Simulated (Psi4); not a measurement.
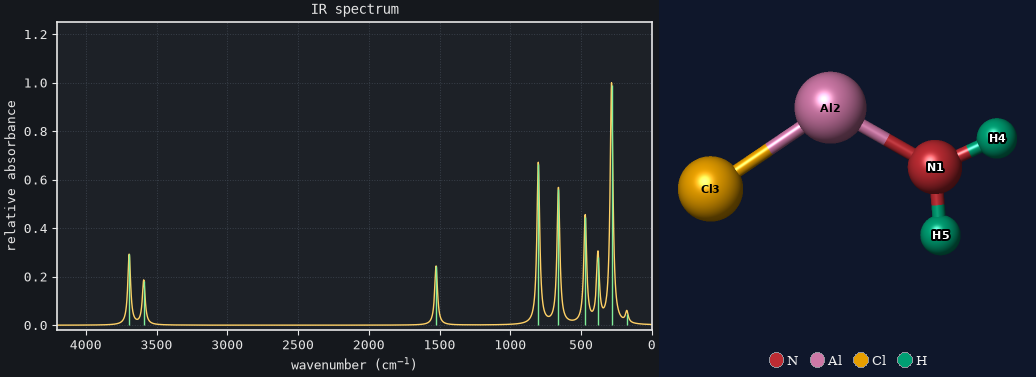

Infrared spectrum of AlNH₂Cl, SMILES [NH2][Al][Cl], doublet. Unscaled harmonic wavenumbers and double-harmonic intensities, ωB97X-D/cc-pVDZ (dispersion in the functional's name) in Psi4 1.11, at a geometry relaxed at this level, isolated molecule. Lorentzian lines of 24 cm⁻¹ full width. Close modes add up in the curve.

Q: Which is the highest mode?

A: 3693.0 cm⁻¹ (38.3 km/mol).

Q: Which lines are the most intense?

A: 284.5 cm⁻¹ (130.1 km/mol), 801.9 cm⁻¹ (87.4 km/mol) and 659.8 cm⁻¹ (73.8 km/mol).

Note: double-zeta basis.
